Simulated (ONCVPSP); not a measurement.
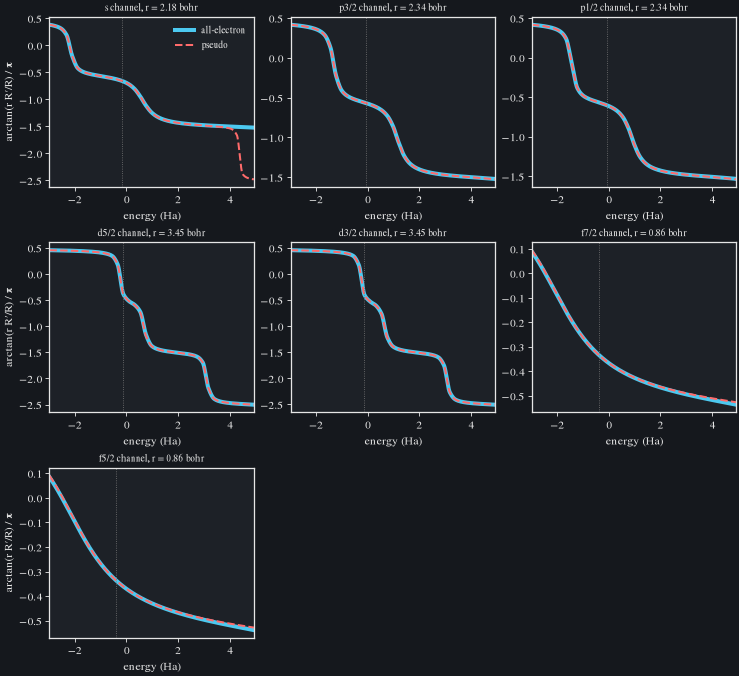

Unwrapped phase arctan(r R′/R) in units of π against energy, all-electron (solid) and pseudo (dashed); the pseudo phase is matched to the all-electron one at the reference energy. Here R(r) is the radial function. A near-vertical step is a level narrower than the spacing of the points behind the curves. The dotted line marks the reference energy of the channel.

* Element: gadolinium (Gd)
* Generator: ONCVPSP 4.0.1
* Type: optimised norm-conserving Vanderbilt (ONCV)
* Functional: LDA (Perdew-Wang 92)
* Relativity: fully relativistic
* Frozen core: [Kr] 4d10
* Valence charge: 18
* Reference configuration: 4f7 5s2 5p6 5d1 6s1 6p1
* Partial waves: 5s+6s: rc 2.15 bohr, ncon 4, nbas 7, qcut 5.2 1/bohr, 2 projectors; 5p+6p: rc 2.30 bohr, ncon 4, nbas 8, qcut 7.6 1/bohr, 2 projectors; 5d: rc 3.40 bohr, ncon 4, nbas 8, qcut 5.3 1/bohr, 3 projectors, debl 3.5 Ha; 4f: rc 0.85 bohr, ncon 3, nbas 7, qcut 16.4 1/bohr, 1 projector
* Local potential: polynomial inside 0.70 bohr (lpopt 5, dvloc0 3 Ha)
* Core correction: polynomial model core, fcfact 0.2

Q: Give the range of good agreement (0.05 rad in phase) for each channel.

A: s: up to about 3.7 Ha; p3/2: over the whole range drawn; p1/2: over the whole range drawn; d5/2: up to about 0.6 Ha; d3/2: over the whole range drawn; f7/2: over the whole range drawn; f5/2: over the whole range drawn.

Q: Does the potential have spurious states?

A: Going away from the reference energies, the phases part by more than π/2 in: s at about 4.4 Ha (above its reference energy, pseudo phase lower). Such a step is either a state that only one of the two atoms has or an ordinary level shifted in energy. The separate test gives: GHOST(-) flagged for s at -522.8 eV, p3/2 at -211.4 eV, p1/2 at -175.5 eV; GHOST(+) flagged for d5/2 at 206.0 eV, d3/2 at 226.7 eV. The bound ghosts lie below the range of the plot.
